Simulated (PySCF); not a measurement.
Geometry relaxation of AlB (part 2 of 2)

AlB, multiplicity 3; ROKS-hf,lyp/lanl2dz, optimize (PySCF 2.14.0). 

Geometry of the input (Å):
```
Al 0.0000  0.0000  0.0000
B  0.0000  0.0000  2.0100
```

Log, continued
```
----------------------------------------------
cycle 2: E = -26.5903034659  dE = -0.00175454  norm(grad) = 0.00656081
Step    1 : Displace = 3.759e-02/3.759e-02 (rms/max) Trust = 1.000e-01 (=) Grad = 4.639e-03/4.639e-03 (rms/max) E (change) = -26.5903034659 (-1.755e-03) Quality = 1.182
Hessian Eigenvalues: 5.00000e-02 5.00000e-02 5.00000e-02 ... 5.00000e-02 5.00000e-02 1.14353e-01

Geometry optimization cycle 3
Cartesian coordinates (Angstrom)
 Atom        New coordinates             dX        dY        dZ
  Al   0.000000   0.000000  -0.048327    0.000000  0.000000 -0.010734
   B   0.000000   0.000000   2.058327    0.000000  0.000000  0.010734
New geometry
   1 Al     0.000000000000   0.000000000000  -0.048327139179 AA    0.000000000000   0.000000000000  -0.091325057433 Bohr
   2 B      0.000000000000   0.000000000000   2.058327139179 AA    0.000000000000   0.000000000000   3.889674567809 Bohr

******** <class 'pyscf.scf.hf.SymAdaptedROKS_Scanner'> ********
method = SymAdaptedROKS_Scanner
initial guess = minao
damping factor = 0
level_shift factor = 0
DIIS = <class 'pyscf.scf.diis.CDIIS'>
diis_start_cycle = 1
diis_space = 8
diis_damp = 0
SCF conv_tol = 1e-09
SCF conv_tol_grad = None
SCF max_cycles = 50
direct_scf = True
direct_scf_tol = 1e-13
num. doubly occ = 3  num. singly occ = 2
XC library pyscf.dft.libxc version 7.0.0
    S. Lehtola, C. Steigemann, M. J.T. Oliveira, and M. A.L. Marques.,  SoftwareX 7, 1–5 (2018)
XC functionals = hf,lyp
    C. Lee, W. Yang, and R. G. Parr.,  Phys. Rev. B 37, 785 (1988)
    B. Miehlich, A. Savin, H. Stoll, and H. Preuss.,  Chem. Phys. Lett. 157, 200 (1989)
radial grids:
    Treutler-Ahlrichs [JCP 102, 346 (1995); DOI:10.1063/1.469408] (M4) radial grids

becke partition: Becke, JCP 88, 2547 (1988); DOI:10.1063/1.454033
pruning grids: <function nwchem_prune>
grids dens level: 3
symmetrized grids: True
atomic radii adjust function: <function treutler_atomic_radii_adjust>
small_rho_cutoff = 0
Freeze 0 electrons in irreps []
    8 free electrons in irreps A1 E1x E1y
Set gradient conv threshold to 3.16228e-05
tot grids = 33232
init E= -26.5868344739189
HOMO (E1y) = -0.135804173150794  LUMO (A1) = -0.0225646979929421
cycle= 1 E= -26.5904118588694  delta_E= -0.00358  |g|= 0.00147  |ddm|= 0.0133
HOMO (E1y) = -0.134687920516042  LUMO (A1) = -0.0218111763601812
cycle= 2 E= -26.5904134785705  delta_E= -1.62e-06  |g|= 0.000466  |ddm|= 0.00179
HOMO (E1y) = -0.134872390949067  LUMO (A1) = -0.0218505410206702
cycle= 3 E= -26.5904136776808  delta_E= -1.99e-07  |g|= 0.000184  |ddm|= 0.00101
HOMO (E1y) = -0.13476788017163  LUMO (A1) = -0.0217675911173534
cycle= 4 E= -26.5904137100524  delta_E= -3.24e-08  |g|= 9.05e-05  |ddm|= 0.000463
HOMO (E1y) = -0.134787995278434  LUMO (A1) = -0.0217732790081215
cycle= 5 E= -26.5904137171511  delta_E= -7.1e-09  |g|= 2.22e-05  |ddm|= 0.000184
HOMO (E1y) = -0.13479320255116  LUMO (A1) = -0.0217765552465354
cycle= 6 E= -26.5904137178918  delta_E= -7.41e-10  |g|= 1.11e-05  |ddm|= 6e-05
HOMO (E1y) = -0.134797826646504  LUMO (A1) = -0.0217798430196332
Extra cycle  E= -26.5904137180368  delta_E= -1.45e-10  |g|= 4.64e-06  |ddm|= 2.15e-05
converged SCF energy = -26.5904137180368

******** <class 'pyscf.grad.rhf.Gradients_Scanner'> for <class 'pyscf.scf.hf.SymAdaptedROKS_Scanner'> ********
unit = Eh/Bohr
grid_response = True
--------------- SymAdaptedROKS_Scanner gradients ---------------
         x                y                z
0 Al     0.0000000000     0.0000000000     0.0008514382
1 B     0.0000000000     0.0000000000    -0.0008514382
----------------------------------------------
cycle 3: E = -26.590413718  dE = -0.000110252  norm(grad) = 0.00120412
Step    2 : Displace = 1.073e-02/1.073e-02 (rms/max) Trust = 1.414e-01 (+) Grad = 8.514e-04/8.514e-04 (rms/max) E (change) = -26.5904137180 (-1.103e-04) Quality = 1.172
Hessian Eigenvalues: 5.00000e-02 5.00000e-02 5.00000e-02 ... 5.00000e-02 5.00000e-02 9.33659e-02

Geometry optimization cycle 4
Cartesian coordinates (Angstrom)
 Atom        New coordinates             dX        dY        dZ
  Al   0.000000   0.000000  -0.050740    0.000000  0.000000 -0.002413
   B   0.000000   0.000000   2.060740    0.000000  0.000000  0.002413
New geometry
   1 Al     0.000000000000   0.000000000000  -0.050740020899 AA    0.000000000000   0.000000000000  -0.095884743054 Bohr
   2 B      0.000000000000   0.000000000000   2.060740020899 AA    0.000000000000   0.000000000000   3.894234253430 Bohr

******** <class 'pyscf.scf.hf.SymAdaptedROKS_Scanner'> ********
method = SymAdaptedROKS_Scanner
initial guess = minao
damping factor = 0
level_shift factor = 0
DIIS = <class 'pyscf.scf.diis.CDIIS'>
diis_start_cycle = 1
diis_space = 8
diis_damp = 0
SCF conv_tol = 1e-09
SCF conv_tol_grad = None
SCF max_cycles = 50
direct_scf = True
direct_scf_tol = 1e-13
num. doubly occ = 3  num. singly occ = 2
XC library pyscf.dft.libxc version 7.0.0
    S. Lehtola, C. Steigemann, M. J.T. Oliveira, and M. A.L. Marques.,  SoftwareX 7, 1–5 (2018)
XC functionals = hf,lyp
    C. Lee, W. Yang, and R. G. Parr.,  Phys. Rev. B 37, 785 (1988)
    B. Miehlich, A. Savin, H. Stoll, and H. Preuss.,  Chem. Phys. Lett. 157, 200 (1989)
radial grids:
    Treutler-Ahlrichs [JCP 102, 346 (1995); DOI:10.1063/1.469408] (M4) radial grids

becke partition: Becke, JCP 88, 2547 (1988); DOI:10.1063/1.454033
pruning grids: <function nwchem_prune>
grids dens level: 3
symmetrized grids: True
atomic radii adjust function: <function treutler_atomic_radii_adjust>
small_rho_cutoff = 0
Freeze 0 electrons in irreps []
    8 free electrons in irreps A1 E1x E1y
Set gradient conv threshold to 3.16228e-05
tot grids = 33232
init E= -26.5896232194931
HOMO (E1y) = -0.134713759818687  LUMO (A1) = -0.0219742055166607
cycle= 1 E= -26.5904177114631  delta_E= -0.000794  |g|= 0.00033  |ddm|= 0.00297
HOMO (E1y) = -0.134462405278877  LUMO (A1) = -0.0218054180349099
cycle= 2 E= -26.5904177932392  delta_E= -8.18e-08  |g|= 0.000106  |ddm|= 0.000404
HOMO (E1y) = -0.134506474292169  LUMO (A1) = -0.0218161761436133
cycle= 3 E= -26.5904178033692  delta_E= -1.01e-08  |g|= 4.38e-05  |ddm|= 0.000229
HOMO (E1y) = -0.134482096679405  LUMO (A1) = -0.0217970466996125
cycle= 4 E= -26.5904178053073  delta_E= -1.94e-09  |g|= 2.11e-05  |ddm|= 0.000109
HOMO (E1y) = -0.134486468642922  LUMO (A1) = -0.0217982286469716
cycle= 5 E= -26.5904178057076  delta_E= -4e-10  |g|= 6.01e-06  |ddm|= 4.29e-05
HOMO (E1y) = -0.134489209912016  LUMO (A1) = -0.0218000951909794
Extra cycle  E= -26.5904178057496  delta_E= -4.2e-11  |g|= 2.37e-06  |ddm|= 1.18e-05
converged SCF energy = -26.5904178057496

******** <class 'pyscf.grad.rhf.Gradients_Scanner'> for <class 'pyscf.scf.hf.SymAdaptedROKS_Scanner'> ********
unit = Eh/Bohr
grid_response = True
--------------- SymAdaptedROKS_Scanner gradients ---------------
         x                y                z
0 Al     0.0000000000     0.0000000000     0.0000463793
1 B     0.0000000000     0.0000000000    -0.0000463793
----------------------------------------------
cycle 4: E = -26.5904178057  dE = -4.08771e-06  norm(grad) = 6.55902e-05
Step    3 : Displace = 2.413e-03/2.413e-03 (rms/max) Trust = 2.000e-01 (+) Grad = 4.638e-05/4.638e-05 (rms/max) E (change) = -26.5904178057 (-4.088e-06) Quality = 1.053
Hessian Eigenvalues: 5.00000e-02 5.00000e-02 5.00000e-02 ... 5.00000e-02 5.00000e-02 8.82801e-02

Geometry optimization cycle 5
Cartesian coordinates (Angstrom)
 Atom        New coordinates             dX        dY        dZ
  Al   0.000000   0.000000  -0.050879    0.000000  0.000000 -0.000139
   B   0.000000   0.000000   2.060879    0.000000  0.000000  0.000139
New geometry
   1 Al     0.000000000000   0.000000000000  -0.050879026488 AA    0.000000000000   0.000000000000  -0.096147425546 Bohr
   2 B      0.000000000000   0.000000000000   2.060879026488 AA    0.000000000000   0.000000000000   3.894496935922 Bohr

******** <class 'pyscf.scf.hf.SymAdaptedROKS_Scanner'> ********
method = SymAdaptedROKS_Scanner
initial guess = minao
damping factor = 0
level_shift factor = 0
DIIS = <class 'pyscf.scf.diis.CDIIS'>
diis_start_cycle = 1
diis_space = 8
diis_damp = 0
SCF conv_tol = 1e-09
SCF conv_tol_grad = None
SCF max_cycles = 50
direct_scf = True
direct_scf_tol = 1e-13
num. doubly occ = 3  num. singly occ = 2
XC library pyscf.dft.libxc version 7.0.0
    S. Lehtola, C. Steigemann, M. J.T. Oliveira, and M. A.L. Marques.,  SoftwareX 7, 1–5 (2018)
XC functionals = hf,lyp
    C. Lee, W. Yang, and R. G. Parr.,  Phys. Rev. B 37, 785 (1988)
    B. Miehlich, A. Savin, H. Stoll, and H. Preuss.,  Chem. Phys. Lett. 157, 200 (1989)
radial grids:
    Treutler-Ahlrichs [JCP 102, 346 (1995); DOI:10.1063/1.469408] (M4) radial grids

becke partition: Becke, JCP 88, 2547 (1988); DOI:10.1063/1.454033
pruning grids: <function nwchem_prune>
grids dens level: 3
symmetrized grids: True
atomic radii adjust function: <function treutler_atomic_radii_adjust>
small_rho_cutoff = 0
Freeze 0 electrons in irreps []
    8 free electrons in irreps A1 E1x E1y
Set gradient conv threshold to 3.16228e-05
tot grids = 33232
init E= -26.5903721397095
HOMO (E1y) = -0.134483112915038  LUMO (A1) = -0.0218104879672567
cycle= 1 E= -26.5904178180375  delta_E= -4.57e-05  |g|= 1.93e-05  |ddm|= 0.000173
HOMO (E1y) = -0.134469984282793  LUMO (A1) = -0.0218016799708352
cycle= 2 E= -26.5904178183262  delta_E= -2.89e-10  |g|= 6.31e-06  |ddm|= 2.38e-05
HOMO (E1y) = -0.134471173142994  LUMO (A1) = -0.0218016651090447
Extra cycle  E= -26.5904178183663  delta_E= -4.01e-11  |g|= 2.53e-06  |ddm|= 1.03e-05
converged SCF energy = -26.5904178183663

******** <class 'pyscf.grad.rhf.Gradients_Scanner'> for <class 'pyscf.scf.hf.SymAdaptedROKS_Scanner'> ********
unit = Eh/Bohr
grid_response = True
--------------- SymAdaptedROKS_Scanner gradients ---------------
         x                y                z
0 Al     0.0000000000     0.0000000000     0.0000004009
1 B     0.0000000000     0.0000000000    -0.0000004009
----------------------------------------------
cycle 5: E = -26.5904178184  dE = -1.26166e-08  norm(grad) = 5.67024e-07
```

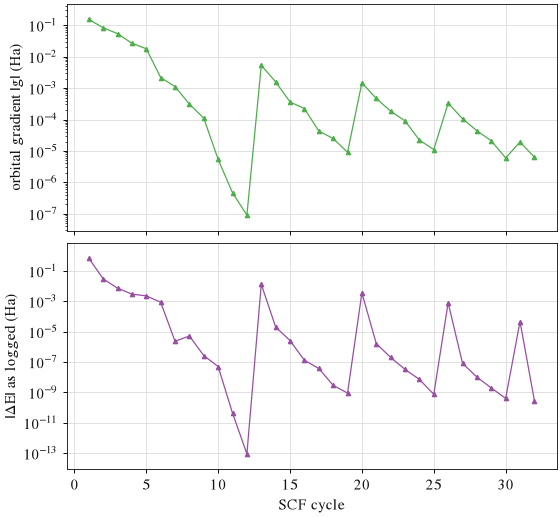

Fig. 1: Convergence of the self-consistent field: orbital gradient |g| and size of the energy change against the SCF cycle. All cycles printed in the log are drawn one after another.

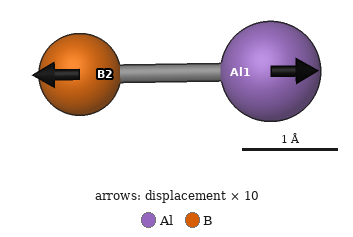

Fig. 2: The starting structure with the displacements as black arrows, magnified 10 times (ball-and-stick view, seen at a tilt). The two geometries are laid on each other by the best rigid fit. The largest moves after the best rigid fit, 0.051 Å, are those of Al1 and B2. By element the largest moves are Al 0.051 Å, B 0.051 Å. Among the contacts that change: Al1–B2 2.010 → 2.112 Å. (Atoms are counted from 1 in the order of the input.)

```
Step    4 : Displace = 1.390e-04/1.390e-04 (rms/max) Trust = 2.828e-01 (+) Grad = 4.009e-07/4.009e-07 (rms/max) E (change) = -26.5904178184 (-1.262e-08) Quality = 1.036
Hessian Eigenvalues: 5.00000e-02 5.00000e-02 5.00000e-02 ... 5.00000e-02 5.00000e-02 8.82801e-02
Converged! =D

    #| If this code has benefited your research, please support us by citing: |#
    #| Wang, L.-P.; Song, C.C. (2016) "Geometry optimization made simple with |#
    #| translation and rotation coordinates", J. Chem, Phys. 144, 214108.     |#
    #|                                     |#
optimised geometry (angstrom)
Al          0.00000000        0.00000000       -0.05087903
B           0.00000000        0.00000000        2.06087903
orbital energies (hartree): [-7.6872 -0.6209 -0.3544 -0.1412 -0.1412 -0.0213  0.0524  0.0524]
```
